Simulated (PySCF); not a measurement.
Vertical excitations of a molecule C4H6F2 from TDDFT-B3LYP/def2-SVPD (PySCF), as energy in eV (oscillator strength): 6.70 (0.022), 6.98 (0.278), 7.56 (0.012), 7.70 (0.004), 7.81 (0.008), 7.95 (0.018), 8.24 (0.015), 8.58 (0.030), 8.63 (0.005), 8.82 (0.005). Lowest triplet (TDA): 4.27 eV. The structure is a stationary point at r2SCAN-D4/def2-SVP. Other conformers were not sampled.

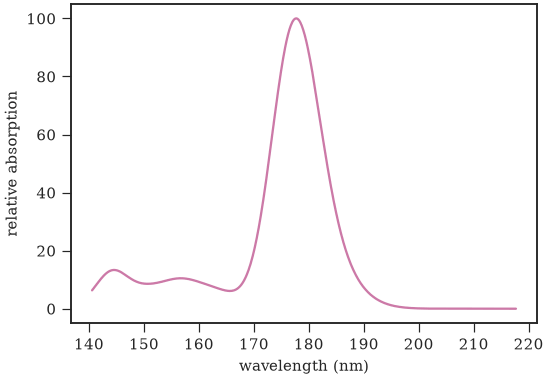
Figure. The lines broadened by 0.4 eV.

Task: Which molecule gave these data?
(A) CC/C(F)=C/F
(B) C[C@H]1[C@@H](F)[C@H]1F
(C) F[C@H]1CC[C@@H]1F
(D) C[C@@H](F)/C=C\F

Result: D, C[C@@H](F)/C=C\F
